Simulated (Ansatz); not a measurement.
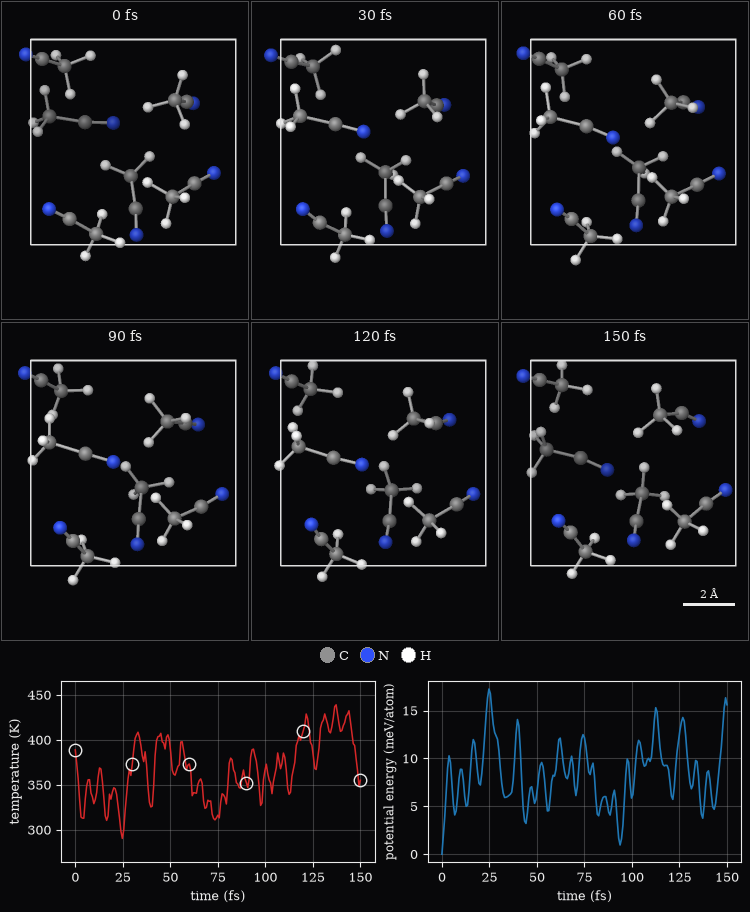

First-principles dynamics of a periodic cell with 6 CH3CN at 0.784 g/cm³, 150 fs long. It starts from the last geometry of an earlier run, with fresh velocities. Frames and the history of the run. Style: ball-and-stick. Shown: the simulation cell, along the c axis. Atoms that leave the cell re-enter on the other side.

All numbers below come from DFT PBE, scalar-relativistic, plane waves, PAW (Ansatz 0.2.0). Settings: plane-wave cutoff 420 eV; k-point mesh 1 × 1 × 1; Fermi-Dirac smearing 0.05 eV; low-accuracy preset; Langevin thermostat (NVT); set temperature 400 K; time step 0.75 fs; friction 0.005 per fs.

The input:
```yaml
accuracy: low
crystal:
  lattice:
    - [8.051748, 0.0, 0.0]
    - [0.0, 8.051748, 0.0]
    - [0.0, 0.0, 8.051748]
  atoms:
    - { symbol: C, position: [0.68672477, 0.22958127, 0.92322699] }
    - { symbol: C, position: [0.79404511, 0.29455161, 0.79003946] }
    - { symbol: "N", position: [0.88878387, 0.34543824, 0.69575448] }
    - { symbol: H, position: [0.56529917, 0.29888252, 0.92756326] }
    - { symbol: H, position: [0.65539362, 0.09898305, 0.89476385] }
    - { symbol: H, position: [0.74711443, 0.22464728, 1.04039741] }
    - { symbol: C, position: [0.48370262, 0.33058355, 0.36537912] }
    - { symbol: C, position: [0.50769336, 0.17109219, 0.45595919] }
    - { symbol: "N", position: [0.51154672, 0.04345939, 0.52286557] }
    - { symbol: H, position: [0.57505659, 0.42571328, 0.41193906] }
    - { symbol: H, position: [0.48672522, 0.32469588, 0.23184248] }
    - { symbol: H, position: [0.36042914, 0.38272797, 0.38217599] }
    - { symbol: C, position: [0.16078067, 0.86664614, 0.44817902] }
    - { symbol: C, position: [0.05143872, 0.90092401, 0.5847649] }
    - { symbol: "N", position: [-0.02801759, 0.92294503, 0.70225157] }
    - { symbol: H, position: [0.11886365, 0.91961122, 0.33078975] }
    - { symbol: H, position: [0.28717869, 0.91679918, 0.46547528] }
    - { symbol: H, position: [0.188594, 0.72939758, 0.4427693] }
    - { symbol: C, position: [0.08710793, 0.62136682, 1.0199643] }
    - { symbol: C, position: [0.26039776, 0.59285395, 0.98361223] }
    - { symbol: "N", position: [0.39819149, 0.58903486, 0.94412172] }
    - { symbol: H, position: [0.00910828, 0.59028274, 0.90856136] }
    - { symbol: H, position: [0.03064129, 0.54652439, 1.13052933] }
    - { symbol: H, position: [0.0643103, 0.74866441, 1.03909864] }
    - { symbol: C, position: [0.31483196, 0.048174, -0.06766606] }
    - { symbol: C, position: [0.18531742, 0.12101706, 0.0475394] }
    - { symbol: "N", position: [0.08560634, 0.16933793, 0.13674603] }
    - { symbol: H, position: [0.3441493, 0.14392913, -0.1686374] }
    - { symbol: H, position: [0.43100017, 0.00532072, -0.00917769] }
    - { symbol: H, position: [0.26277737, -0.05917706, -0.12924138] }
    - { symbol: C, position: [0.69885838, 0.70017616, 0.61182745] }
    - { symbol: C, position: [0.756205, 0.69194272, 0.43844318] }
    - { symbol: "N", position: [0.78730075, 0.68486452, 0.29836294] }
    - { symbol: H, position: [0.74656906, 0.58186504, 0.67885919] }
    - { symbol: H, position: [0.73586341, 0.82227281, 0.65751011] }
    - { symbol: H, position: [0.56766167, 0.66538031, 0.59861592] }
basis:
  ecutwfc: 420.0
kpoints:
  mp_grid: { grid: [1, 1, 1] }
hamiltonian:
  xc: pbe
scf:
  occupations: { method: fermi_dirac, width: 0.05 }
  lower_state_search: "off"
  convergence: { dr2_threshold: 0.01 }
  max_iter: 91
md:
  timestep: 0.75
  n_steps: 200
  ensemble: nvt_langevin
  temperature: 400.0
  initial_velocities: maxwell_boltzmann
  seed: 538810
  friction: 0.005
```

Launched with:
```bash
ansatz run input.yaml --threads 1 --pin off --max-ram 3072MiB --backend cpu --events-out ev --progress --plain --runs-dir out
```

What happens in this trajectory?

Answer. In the second half of the run the atoms are, in the root-mean-square, this far from where they began (common drift taken out): H 0.83 Å, N 0.55 Å, C 0.38 Å. The heavy atoms stay within a fraction of a molecule's size of their starting places; so short a run doesn't tell a liquid from a solid. Over the second half the temperature averages 380 K (spread ±31 K). The potential energy in the second half lies on average 8.5 meV per atom above the first frame. The self-consistency threshold is loose, so the forces are noisy.

Limits of the set-up: the program's low-accuracy preset was used; the periodic images lie only 8.1 Å apart, so the values are limited by the cell's size.

Cost: 5.8 min on 1 thread of Arm Neoverse V1 (shared host), peak memory 0.46 GiB.
